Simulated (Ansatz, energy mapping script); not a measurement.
# EuCd2Sb2: J from the energies of magnetic orders

How strongly do the moments of EuCd2Sb2 couple under PBEsol+U (1.5 eV)? The plan is to run several orders and fit a Heisenberg model.

Main program and level: Ansatz 0.2.0; PBEsol with U = 1.5 eV on Eu f, ortho-atomic projectors; plane waves, U on orthogonalised atomic orbitals unless named otherwise, collinear spin, no spin–orbit coupling.

**1. The structure**

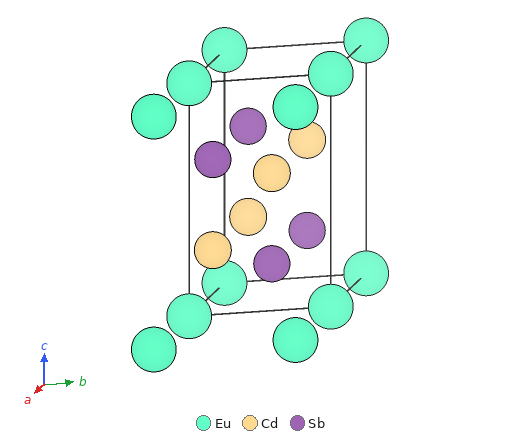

The cell as given, slightly off an axis (europium green, cadmium orange, antimony purple). 2×1×1 cells are drawn. Some periodic images of atoms are drawn too.

The cell comes from a database of computed structures, and need not be the one that the compound takes in experiment.

The U corrects the self-interaction that lets semilocal functionals spread d and f electrons too far. Its value here is typed, not computed.

**2. Probe run**

One run in the crystal's own cell, under PBEsol with U = 4.8 eV on Eu f, ortho-atomic projectors, shows which elements keep a moment. Transition or f elements with 0.3 μB or more enter the spin model; moments induced on other atoms do not.

The input, input.yaml:

```yaml
crystal:
  lattice:
    - [4.743921585, 0.0, 0.0]
    - [-2.371960792, 4.108356606, 0.0]
    - [0.0, 0.0, 7.70451817]
  atoms:
    - { symbol: Eu, position: [0.0, 0.0, 0.0], spin: 7.0 }
    - { symbol: Cd, position: [0.666666667, 0.333333333, 0.36530419] }
    - { symbol: Cd, position: [0.333333333, 0.666666667, 0.63469581] }
    - { symbol: Sb, position: [0.666666667, 0.333333333, 0.75441209] }
    - { symbol: Sb, position: [0.333333333, 0.666666667, 0.24558791] }
magnetization:
  spin_polarized: true
kpoints:
  mp_grid: { grid: [7, 7, 4] }
hamiltonian:
  xc: pbesol
  hubbard:
    sites: [{ species: Eu, l: f, u_eff: 4.8 }]
    projectors: ortho-atomic
scf:
  occupations: { method: fermi_dirac, width: 0.1 }
output:
  eigenvalues: true
```

The run is started by

```
$ ansatz run input.yaml --threads 4 --pin off --max-ram 8192MiB --backend cpu --events-out ev --progress --plain --runs-dir out
```

Numbers of over 12 decimals in the logs are rounded to 6 here.

Log:

```text
Engine: ansatz 0.2.0, x86_64-unknown-linux-gnu
Pseudopotentials: kind: paw
Pseudopotential: Eu, paw, valence charge 17, recommended cutoff 420 eV (normal), Eu.paw.azcp
Pseudopotential: Cd, paw, valence charge 20, recommended cutoff 420 eV (normal), Cd.paw.azcp
Pseudopotential: Sb, paw, valence charge 15, recommended cutoff 420 eV (normal), Sb.paw.azcp
Functional definition: PBEsol
  exchange = pbesol_x
  correlation = pbesol_c
Crystal: 5 atoms, lattice volume = 150.159 Å³
Basis set: ecut = 420 eV, 2875 PW (Γ)
Bands: 57, of which v1, the nominal top of the filled ones, is band 44 counted from 1 (43 counted from 0)
Symmetry: 12 space group operations
Space group: P-3m1 (ITA 164), of the structure as read, at distance tolerance 5.3e-5 Å
Magnetic group: BNS 164.85 (UNI 1315), of the structure as read, at distance tolerance 5.3e-5 Å
k-points: 28 of 196
Non-local potential: Eu, projectors of the file, l = 0: 3, l = 1: 2, l = 2: 2, l = 3: 3
Non-local potential: Cd, projectors of the file, l = 0: 3, l = 1: 2, l = 2: 2, l = 3: 1
Non-local potential: Sb, projectors of the file, l = 0: 2, l = 1: 2, l = 2: 2, l = 3: 2
PAW form: soft (Blöchl's): semilocal exchange-correlation on the pseudo side does not see the compensation charge
PAW frozen core: Eu, regenerated for the run's functional, and the local potential with it (the file was generated under x = pbe(κ = 0.804, μ = 0.219515), c = pbe(β = 0.066725))
PAW frozen core: Cd, regenerated for the run's functional, and the local potential with it (the file was generated under x = pbe(κ = 0.804, μ = 0.219515), c = pbe(β = 0.066725))
PAW frozen core: Sb, regenerated for the run's functional, and the local potential with it (the file was generated under x = pbe(κ = 0.804, μ = 0.219515), c = pbe(β = 0.066725))
PAW one-centre angular grid: Eu, 590 points (default); XC on 64 Gauss nodes
PAW one-centre angular grid: Cd, 590 points (default); XC on 64 Gauss nodes
PAW one-centre angular grid: Sb, 590 points (default); XC on 64 Gauss nodes
Initial density: superposition of atomic densities (chi_scale 0.1, normalization cell, long waves kept (reshape's long-wave potential 0.11 eV rms))
Initial wavefunctions: pseudopotential atomic-orbital guess
Functional: x = pbesol(κ = 0.804, μ = 0.123457), c = pbesol(β = 0.046)
SCF iter   1: F=—  HF=-37849.512913 eV  |F-HF|=—  |Δ(HF+E_count)|=         —  Δρ=3.43e-2 (↑3.43e-2 ↓2.05e-2)  dr2=2.19e0  dr2_m=5.36e-1  M=6.948 μB ∫|m|=7.090 μB  β_m=0.30  ethr=3.10e-3  ⟨swp⟩=6.3  Hψ=11734  notcnv=0  defer=3
preconditioner: auto → Kerker (q_TF=auto, 2.491 Å⁻¹)  [metal: Δε(μ)=0.148 eV  Ē_g=10.698 eV  σ=0.100 eV  W_gap=0.35  n_scr=36 (ndim 8)  ℏωp=20.6 eV  f_vac=0.035  D(μ)=0.52/eV (n_scr^D=0)]
[...]
SCF iter   4: F=—  HF=-37850.956390 eV  |F-HF|=—  |Δ(HF+E_count)|=   2.92e-5  Δρ=4.66e-5 (↑4.34e-5 ↓4.66e-5)  dr2=1.36e-4  dr2_m=8.89e-8  M=6.990 μB ∫|m|=7.191 μB  β_m=0.62  ethr=1.54e-7  ⟨swp⟩=1.5  Hψ=3406  notcnv=0
SCF iter   5: F=—  HF=-37850.956364 eV  |F-HF|=—  |Δ(HF+E_count)|=   2.52e-5  Δρ=2.12e-5 (↑2.12e-5 ↓1.63e-5)  dr2=8.62e-6  dr2_m=4.57e-8  M=6.990 μB ∫|m|=7.191 μB  β_m=0.76  ethr=1.54e-7  ⟨swp⟩=1.9  Hψ=3635  notcnv=0
SCF iter   6: F=—  HF=-37850.956363 eV  |F-HF|=—  |Δ(HF+E_count)|=   1.49e-6  Δρ=8.30e-6 (↑7.63e-6 ↓8.30e-6)  dr2=9.52e-7  dr2_m=1.23e-8  M=6.990 μB ∫|m|=7.191 μB  β_m=0.83  ethr=9.90e-9  ⟨swp⟩=2.0  Hψ=4357  notcnv=0
SCF iter   7: F=—  HF=-37850.956363 eV  |F-HF|=—  |Δ(HF+E_count)|=   8.31e-8  Δρ=5.12e-6 (↑5.12e-6 ↓3.85e-6)  dr2=2.88e-7  dr2_m=4.24e-9  M=6.990 μB ∫|m|=7.191 μB  β_m=0.91  ethr=1.09e-9  ⟨swp⟩=2.5  Hψ=5152  notcnv=0
SCF iter   8: F=-37850.956363 eV  HF=-37850.956363 eV  |F-HF|=2.73e-8  |Δ(HF+E_count)|=   6.39e-8  Δρ=1.86e-6 (↑1.86e-6 ↓1.71e-6)  dr2=4.07e-8  dr2_m=2.60e-10  M=6.990 μB ∫|m|=7.191 μB  ethr=1.15e-10  ⟨swp⟩=3.4  Hψ=9477  notcnv=0
SCF 1 converged in 8 iterations: F = -37850.956363 eV  dr2 = 4.07e-8
[...]
SCF converged after 16 iterations (8 of them in the search for the orbital order of the open f shells)
Magnetization: 6.9897 μB (46.9948 up, 40.0052 down)
Absolute magnetization: 7.1931 μB (∫|ρ↑−ρ↓|, with the PAW one-centre terms)
Spin contamination: 0.0304 ħ² per cell (⟨S²⟩ above its minimum at these occupations)
Per-site moments (μB) at R_I (Å): [(6.941875, 1.373184), (-0.00701929, 1.192142), (-0.00701929, 1.192142), (-0.024461, 1.192142), (-0.024461, 1.192142)]
Free energy (F): -37850.956363 eV
Harris-Foulkes:  -37850.956363 eV  (|F-HF|=2.73e-8)
Internal energy: -37850.946114 eV  (E = F + TS)
E sigma→0 (E₀):  -37850.951239 eV
Entropy (-TS):   -0.010249 eV (-2.050 meV/atom)
Fermi energy:    10.270908 eV
--- Per-component energies (eV) ---
  E_band       = -1300.867425
  E_kinetic    = 1773.996524
  E_local      = -12728.774471  (includes V_loc(G=0)·N_el)
  E_nonlocal   = 1286.936930
  E_hartree    = 5760.243077
  E_xc         = -800.241085
  E_vxc        = -835.815177  (∫ρ·V_xc dr)
  E_hubbard    = 0.117884  (on-site DFT+U / exact-exchange correction)
  E_vhub       = -16.487155  (the Hubbard potential's part of the band-sum identity)
  E_paw        = -23320.786917  (= ΣΔE_a)
  E_vpaw       = -2301.220814  (= ΣTr[D̂ρ^β])
  E_aug_tail   = 0.000020  (compensation charges beyond the density's cutoff)
  E_ewald      = -9824.372541
  E_core_change = 1.934465  (= ΣΔE_core)
  E_smearing   = -0.010249  (= −TS)
  E_closure    = 0.000000  (closes the sum)
  Σ components = -37850.956363   (vs F -37850.956363, Δ=0.00e0)
--- Band table (eV; the first three rows and the last of 56) ---
  k-point 0 ↑: bands = [... 40 lower, 8.6181, 8.6642, 8.7551, 8.7551, 10.1263, 10.4359, 10.4359, 10.5858, ... 9 higher]
  k-point 1 ↑: bands = [... 40 lower, 8.6181, 8.6641, 8.9109, 8.9109, 9.2674, 10.1217, 10.1217, 10.1781, ... 9 higher]
  k-point 2 ↑: bands = [... 40 lower, 8.6188, 8.6641, 8.7291, 9.1235, 9.1235, 9.7818, 9.7818, 10.1676, ... 9 higher]
  k-point 27 ↓: bands = [... 40 lower, 11.7598, 11.8175, 13.3383, 13.6972, 13.7597, 14.1084, 14.4511, 15.3234, ... 9 higher]
Occupation matrices written to <dir>
```

Elapsed: 11 s, on 4 threads of Intel Xeon 6975P-C (Granite Rapids), shared host; peak memory 0.8 GiB; 37 s of CPU time.

In the SCF lines HF is the Harris–Foulkes energy and dr2 the Hartree energy of the density residual, in eV; the loop may stop once dr2 is under the threshold and the program's other checks hold. Hψ counts applications of the Hamiltonian.

Spin moment in the sphere by atom:

| atom | spin moment in the sphere (μB) |
| --- | --- |
| Eu1 | 6.94 |
| Cd2 | -0.01 |
| Cd3 | -0.01 |
| Sb4 | -0.02 |
| Sb5 | -0.02 |

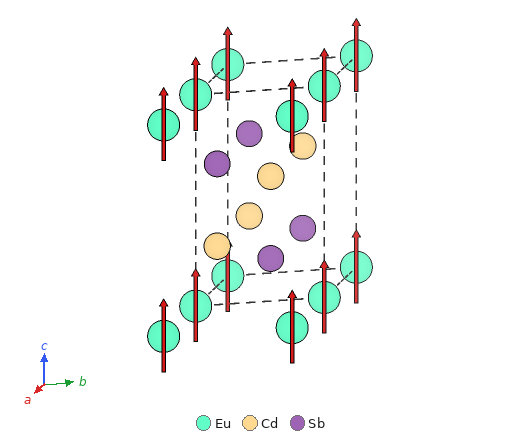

Spin moment in the sphere as arrows, the longest 6.94 μB. Up and down stand for the sign. Arrows give size and sign along the axis of quantisation, drawn up and down the page. 2×1×1 cells are drawn. Some periodic images of atoms are drawn too.

The run ends ferromagnetic; Eu carries the moments.

**3. Seed run in the crystal's own cell**

A corrected shell can settle in several orbital fillings. One parallel run, with an occupation width a fifth wider than the orders use, therefore is to supply the occupation matrices. All orders start from them.

Edit input.yaml of step 2 so:

```diff
@@ -18,6 +18,6 @@
   hubbard:
-    sites: [{ species: Eu, l: f, u_eff: 4.8 }]
+    sites: [{ species: Eu, l: f, u_eff: 1.5 }]
     projectors: ortho-atomic
 scf:
-  occupations: { method: fermi_dirac, width: 0.1 }
+  occupations: { method: fermi_dirac, width: 0.12 }
 output:
```

Log:

```text
[...]
Crystal: 5 atoms, lattice volume = 150.159 Å³
Basis set: ecut = 420 eV, 2875 PW (Γ)
Bands: 57, of which v1, the nominal top of the filled ones, is band 44 counted from 1 (43 counted from 0)
Symmetry: 12 space group operations
[...]
k-points: 28 of 196
[...]
Starting moments: Σ|m| = 7 μB on 1 of 5 sites
[...]
SCF iter   1: F=—  HF=-37850.464240 eV  |F-HF|=—  |Δ(HF+E_count)|=         —  Δρ=1.70e-1 (↑1.70e-1 ↓1.25e-1)  dr2=8.45e0  dr2_m=2.95e1  M=7.028 μB ∫|m|=7.605 μB  β_m=1.00  ethr=3.10e-3  ⟨swp⟩=6.5  Hψ=11311  notcnv=0
[...]
SCF iter  14: F=—  HF=-37851.076655 eV  |F-HF|=—  |Δ(HF+E_count)|=   1.57e-3  Δρ=5.44e-4 (↑5.44e-4 ↓3.67e-5)  dr2=4.51e-4  dr2_m=1.03e-4  M=6.959 μB ∫|m|=7.141 μB  β_m=0.30  ethr=3.28e-7  ⟨swp⟩=2.0  Hψ=5118  notcnv=0  defer=168
[...]
spin-set hold released at iteration 14 (site moments contracting): the magnetisation degrees of freedom join the quasi-Newton model from the next iteration; the mixer history was flushed
SCF iter  15: F=—  HF=-37851.077387 eV  |F-HF|=—  |Δ(HF+E_count)|=   7.31e-4  Δρ=3.68e-5 (↑3.13e-5 ↓3.68e-5)  dr2=4.21e-6  dr2_m=4.67e-7  M=6.961 μB ∫|m|=7.145 μB  β_m=0.65  ethr=3.28e-7  ⟨swp⟩=2.0  Hψ=3852  notcnv=0  defer=167
[...]
SCF iter  19: F=-37851.078181 eV  HF=-37851.078181 eV  |F-HF|=1.61e-8  |Δ(HF+E_count)|=   2.49e-8  Δρ=2.07e-6 (↑2.07e-6 ↓1.52e-6)  dr2=2.84e-8  dr2_m=7.52e-10  M=6.961 μB ∫|m|=7.145 μB  ethr=1.15e-10  ⟨swp⟩=8.4  Hψ=11355  notcnv=0
SCF 1 converged in 19 iterations: F = -37851.078181 eV  dr2 = 2.84e-8
[...]
SCF converged after 19 iterations
Magnetization: 6.9611 μB (46.9805 up, 40.0195 down)
Absolute magnetization: 7.1479 μB (∫|ρ↑−ρ↓|, with the PAW one-centre terms)
[...]
Per-site moments (μB) at R_I (Å): [(6.882478, 1.373184), (-0.0041865, 1.192142), (-0.0041865, 1.192142), (-0.024558, 1.192142), (-0.024558, 1.192142)]
Free energy (F): -37851.078181 eV
[...]
Internal energy: -37851.033394 eV  (E = F + TS)
E sigma→0 (E₀):  -37851.055787 eV
Entropy (-TS):   -0.044787 eV (-8.957 meV/atom)
Fermi energy:    10.455664 eV
[...]
--- Band table (eV; the first three rows and the last of 56) ---
  k-point 0 ↑: bands = [... 40 lower, 9.7179, 9.7515, 9.7515, 9.7944, 10.3029, 10.6015, 10.6015, 10.6863, ... 9 higher]
  k-point 1 ↑: bands = [... 40 lower, 9.6975, 9.7522, 9.7522, 9.7944, 9.8765, 10.2437, 10.3484, 10.3484, ... 9 higher]
  k-point 2 ↑: bands = [... 40 lower, 9.6978, 9.7526, 9.7526, 9.7944, 9.8137, 10.1483, 10.1483, 10.1735, ... 9 higher]
  k-point 27 ↓: bands = [... 40 lower, 11.7402, 11.7917, 13.2631, 13.6431, 13.6769, 14.0528, 14.3846, 15.2055, ... 9 higher]
Occupation matrices written to <dir>
```

It took 8.3 s on 4 threads; peak memory 0.85 GiB.

This step gave:

- final state: ferromagnetic
- electrons in the corrected shells: 6.912 e
- largest moment: 6.882 μB

**4. Parallel start in cell A (10 atoms)**

The parallel order is the zero of energy for this cell and mesh.

The input, input.yaml:

```yaml
crystal:
  lattice:
    - [-4.743921585, 0.0, 0.0]
    - [1.0e-09, 8.216713212, 0.0]
    - [2.371960792, -4.108356606, -7.70451817]
  atoms:
    - { symbol: Eu, position: [0.0, 0.0, 0.0], spin: 7.0 }
    - { symbol: Eu, position: [0.5, 0.5, 0.0], spin: 7.0 }
    - { symbol: Cd, position: [0.317347904, 0.984014572, 0.63469581] }
    - { symbol: Cd, position: [0.817347905, 0.484014572, 0.63469581] }
    - { symbol: Cd, position: [0.682652096, 0.015985429, 0.36530419] }
    - { symbol: Cd, position: [0.182652095, 0.515985428, 0.36530419] }
    - { symbol: Sb, position: [0.122793954, 0.789460622, 0.24558791] }
    - { symbol: Sb, position: [0.622793955, 0.289460622, 0.24558791] }
    - { symbol: Sb, position: [0.877206045, 0.210539378, 0.75441209] }
    - { symbol: Sb, position: [0.377206045, 0.710539378, 0.75441209] }
magnetization:
  spin_polarized: true
kpoints:
  mp_grid: { grid: [6, 4, 6] }
hamiltonian:
  xc: pbesol
  hubbard:
    sites:
      - { species: Eu, l: f, u_eff: 1.5 }
      - { site: 0, l: f, u_eff: 1.5, starting_ns: [{ spin: up, occupation_matrix: eu1_major }, { spin: down, occupation_matrix: eu1_minor }] }
      - { site: 1, l: f, u_eff: 1.5, starting_ns: [{ spin: up, occupation_matrix: eu1_major }, { spin: down, occupation_matrix: eu1_minor }] }
    projectors: ortho-atomic
    occupation_matrices:
      eu1_major:
        matrix:
          - [0.989, 0.0, 0.0, 0.0, 0.0, 0.0, 0.005]
          - [0.0, 0.986, 0.0, 0.0, -0.005, 0.0, 0.0]
          - [0.0, 0.0, 0.986, -0.005, 0.0, 0.0, 0.0]
          - [0.0, 0.0, -0.005, 0.982, 0.0, 0.0, 0.0]
          - [0.0, -0.005, 0.0, 0.0, 0.982, 0.0, 0.0]
          - [0.0, 0.0, 0.0, 0.0, 0.0, 0.99, 0.0]
          - [0.005, 0.0, 0.0, 0.0, 0.0, 0.0, 0.982]
      eu1_minor:
        matrix:
          - [0.002, 0.0, 0.0, 0.0, 0.0, 0.0, -0.001]
          - [0.0, 0.001, 0.0, 0.0, 0.0, 0.0, 0.0]
          - [0.0, 0.0, 0.001, 0.0, 0.0, 0.0, 0.0]
          - [0.0, 0.0, 0.0, 0.003, 0.0, 0.0, 0.0]
          - [0.0, 0.0, 0.0, 0.0, 0.003, 0.0, 0.0]
          - [0.0, 0.0, 0.0, 0.0, 0.0, 0.001, 0.0]
          - [-0.001, 0.0, 0.0, 0.0, 0.0, 0.0, 0.002]
scf:
  occupations: { method: fermi_dirac, width: 0.1 }
output:
  eigenvalues: true
  write_density: true
  write_potential: true
  elf: true
  volumetric_format: npy
```

Log:

```text
[...]
Crystal: 10 atoms, lattice volume = 300.318 Å³
Basis set: ecut = 420 eV, 5811 PW (Γ)
Bands: 113, of which v1, the nominal top of the filled ones, is band 87 counted from 1 (86 counted from 0)
Symmetry: 8 space group operations
[...]
k-points: 47 of 144
[...]
Starting moments: Σ|m| = 14 μB on 2 of 10 sites
[...]
SCF iter   1: F=—  HF=-75700.947672 eV  |F-HF|=—  |Δ(HF+E_count)|=         —  Δρ=1.70e-1 (↑1.70e-1 ↓1.25e-1)  dr2=1.69e1  dr2_m=5.90e1  M=14.036 μB ∫|m|=15.212 μB  β_m=1.00  ethr=3.10e-3  ⟨swp⟩=6.1  Hψ=36654  notcnv=0  defer=12
[...]
SCF iter  19: F=-75702.147317 eV  HF=-75702.147317 eV  |F-HF|=3.83e-8  |Δ(HF+E_count)|=   1.89e-8  Δρ=2.61e-6 (↑2.61e-6 ↓1.18e-6)  dr2=5.13e-8  dr2_m=5.37e-9  M=13.926 μB ∫|m|=14.305 μB  ethr=5.75e-11  ⟨swp⟩=11.7  Hψ=41594  notcnv=0
SCF 1 converged in 19 iterations: F = -75702.147317 eV  dr2 = 5.13e-8
[...]
SCF converged after 19 iterations
Magnetization: 13.9263 μB (93.9632 up, 80.0368 down)
Absolute magnetization: 14.3108 μB (∫|ρ↑−ρ↓|, with the PAW one-centre terms)
[...]
Per-site moments (μB) at R_I (Å): [(6.888034, 1.373184), (6.888034, 1.373184), (-0.0045427, 1.192142), (-0.0045427, 1.192142), (-0.0045427, 1.192142), (-0.0045427, 1.192142), (-0.025189, 1.192142), (-0.025189, 1.192142), (-0.025189, 1.192142), (-0.025189, 1.192142)]
Free energy (F): -75702.147317 eV
[...]
Internal energy: -75702.096734 eV  (E = F + TS)
E sigma→0 (E₀):  -75702.122025 eV
Entropy (-TS):   -0.050583 eV (-5.058 meV/atom)
Fermi energy:    10.441613 eV
[...]
--- Specified on-site occupations, and those of the state reported ---
  electrons in the specified blocks: 13.8200 specified, 13.8385 found
  site 1 (l=f) ↑: largest change of an orbital's occupation 0.0015; electrons 6.8970 specified, 6.9059 found; spectral distance 0.0034
[...]
site 1 (l=f) ↓: largest change of an orbital's occupation 0.0008; electrons 0.0130 specified, 0.0133 found; spectral distance 0.0009
[...]
--- Band table (eV; the first three rows and the last of 94) ---
  k-point 0 ↑: bands = [... 83 lower, 9.7899, 9.7903, 9.7984, 9.8034, 9.8196, 9.8338, 10.0035, 10.0182, ... 22 higher]
  k-point 1 ↑: bands = [... 83 lower, 9.7903, 9.7906, 9.7985, 9.8033, 9.8152, 9.8337, 9.9027, 9.9706, ... 22 higher]
  k-point 2 ↑: bands = [... 83 lower, 9.7909, 9.7913, 9.7974, 9.8030, 9.8034, 9.8337, 9.8487, 9.8638, ... 22 higher]
  k-point 46 ↓: bands = [... 83 lower, 11.9936, 12.0258, 12.6393, 12.6868, 13.4408, 13.7670, 14.1009, 14.3958, ... 22 higher]
Occupation matrices written to <dir>
```

Elapsed: 47 s, on 4 threads; peak memory 2.8 GiB; 3 min of CPU time.

Spin moment in the sphere by atom:

| atom | spin moment in the sphere (μB) |
| --- | --- |
| Eu1 | 6.89 |
| Eu2 | 6.89 |
| Cd3 | 0.00 |
| Cd4 | 0.00 |
| Cd5 | 0.00 |
| Cd6 | 0.00 |
| Sb7 | -0.03 |
| Sb8 | -0.03 |
| Sb9 | -0.03 |
| Sb10 | -0.03 |

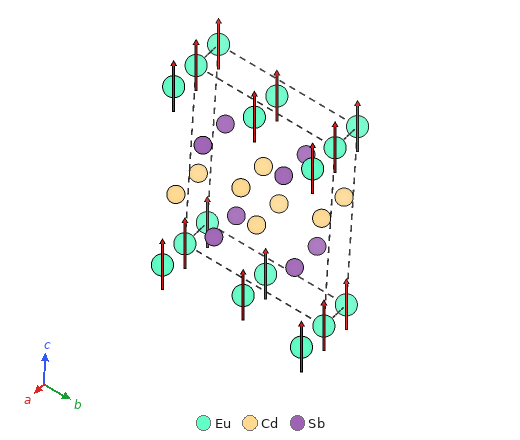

Spin moment in the sphere as arrows, the longest 6.89 μB. Up and down stand for the sign. Arrows give size and sign along the axis of quantisation, drawn up and down the page. 2×1×1 cells are drawn. Some periodic images of atoms are drawn too.

The run ends ferromagnetic.

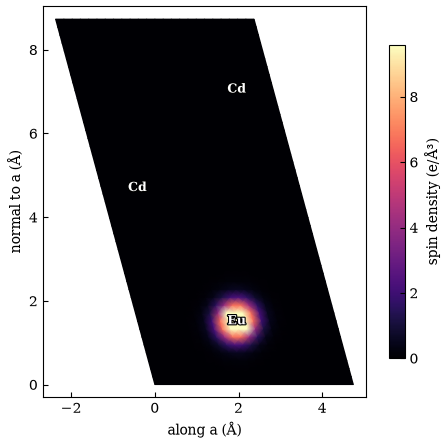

Spin density in the ac plane at fractional y = 0.500, with atoms of Eu and Cd within 0.2 Å of it. The map starts off the cell's origin, so that atoms lie inside it.

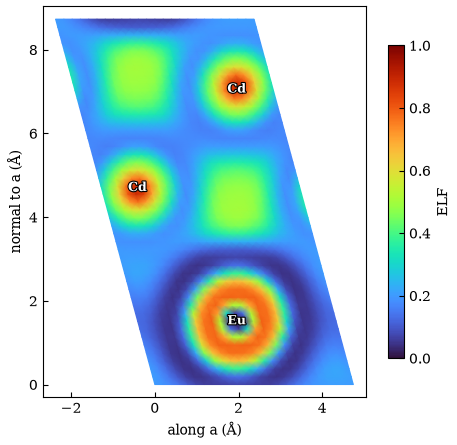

ELF in the ac plane at fractional y = 0.500, with atoms of Eu and Cd within 0.2 Å of it. It is the smooth field of the valence electrons, not physical close to the nuclei. The map starts off the cell's origin, so that atoms lie inside it.

(Part 1 of 3 ends here.)

[Logs and program files are shortened in this print: banners, set-up blocks, solver, clock and traceback lines can be left out without a mark of their own.]

[Logs are printed without paths, hosts, clocks, repeated set-up lines and the standing remarks that a program may print on its own settings, such as how far it seeks lower states.]

[Hosts, paths, dates, database ids (printed as entryN), source tags and the programs' standing remarks are cut or masked in the printed files.]

[Where a cell is said to come from a database of computed structures, the database is the Materials Project.]
